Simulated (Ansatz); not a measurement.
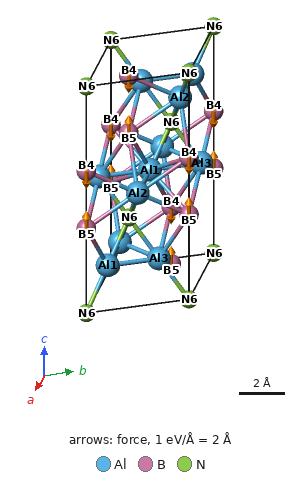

Starting geometry of solid Al₃B₂N (a generated structure, set up in R-3m) (coarse preliminary run) with the computed forces as orange arrows. The picture is a ball-and-stick view of the conventional cell (3 times the calculation's cell), seen from a free direction. Lengths and directions refer to the drawn axes.

All numbers below come from DFT PBE, scalar-relativistic, plane waves, PAW in Ansatz. Set-up: plane-wave cutoff 420 eV; k-point mesh 6 × 6 × 6; occupations gaussian; smearing width 0.1 eV; no spin polarisation; cell and atoms relaxed; force threshold 0.04 eV/Å; at most 70 steps.

**Is this structure relaxed? If not, where do the atoms go?**

It isn't relaxed: the largest force vector, on B atoms, is 0.45 eV/Å. The atoms end up moving mostly along the starting forces (cosine between the two patterns 1.00). The largest moves relative to the cell, 0.12 Å, are those of B4 and B5. B4 goes along −c. Al and N stay in place. The volume changes by −14.9 %, with a = b 4.806 → 5.462 Å (+13.7 %), c 11.351 → 7.476 Å (−34.1 %). Some distances before and after: B4–B5 2.854 → 1.637 Å, Al1–B4 2.735 → 2.299 Å, Al1–N6 2.346 → 2.010 Å, Al1–Al2 2.403 → 2.731 Å. New bonds form: B4–B5 (2.85 → 1.64 Å). Bond angles that change, for instance: Al1–N6–Al2 118.4° → 94.4°, Al1–N6–Al2 61.6° → 85.6°, Al2–Al1–N6 120.8° → 132.8°. The space group stays R-3m (No. 166). Over 12 accepted moves (14 points after the start) the energy falls by 1253 meV per atom. Largest force component: 0.45 eV/Å at the start, 0.016 eV/Å at the end. Pressure: −2.71 GPa at the start and 0.02 GPa at the end. At 2 points the geometry stayed and the basis and grid were re-selected for the new cell (energy shift of 8.6 meV per atom at most each time).
